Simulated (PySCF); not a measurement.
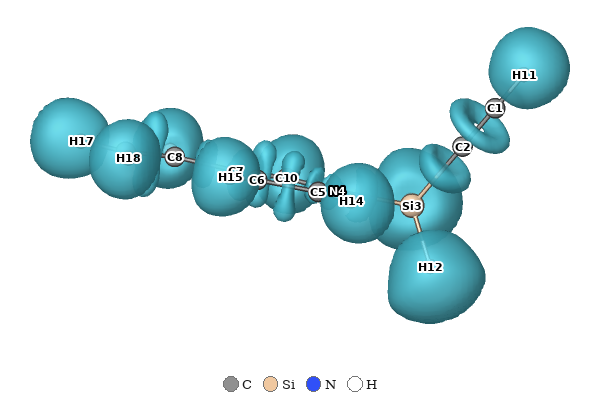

C8H9NSi. Isosurface of the ELF at 0.85 (cyan), seen from one side. Core shells and regions of very low density are left out.

Geometry: GFN2-xTB.

Method: PBE0/pcSseg-1, SCF density, gas phase, non-relativistic (PySCF).

Input file:

```
{"job": {"kind": "nmr", "xc": "PBE0", "basis": "pcSseg-1"}, "charge": 0, "multiplicity": 1}
C      4.277996    -0.079171    -1.263425
C      3.520709    -0.302434    -0.356332
Si     2.352198    -0.633368     1.039336
N      0.761303    -0.105491     0.529133
C      0.424682     1.180450     0.188908
C     -0.892652     1.241361    -0.131729
C     -1.421756    -0.076018     0.010864
C     -2.775413    -0.527954    -0.215088
C     -3.796143     0.246452    -0.564757
C     -0.371021    -0.860787     0.415056
H      4.939407     0.113929    -2.059055
H      2.741919     0.160010     2.208530
H      2.238467    -2.067119     1.298025
H      1.169049     1.952732     0.200329
H     -1.432661     2.115358    -0.436934
H     -2.928879    -1.591591    -0.076020
H     -4.783729    -0.153319    -0.719252
H     -3.682811     1.307330    -0.707786
H     -0.350468    -1.911120     0.632734
```

Launched as:

```sh
OMP_NUM_THREADS=1 python probes_run.py task.json out
```

Q: What do the ELF domains correspond to?

A: At this value the surface marks out six regions between bonded C–C atoms (shared pairs), two regions between bonded C–N atoms (shared pairs), one region between bonded C–Si atoms (shared pairs), one region between bonded N–Si atoms (shared pairs) and nine regions around hydrogen nuclei. Profiles from the grid: C–C (1.20 Å): the ELF peaks at about 0.85 between the atoms (a short, multiple covalent bond). C–N (1.37 Å): the ELF peaks at about 0.90 between the atoms; a covalent bond.
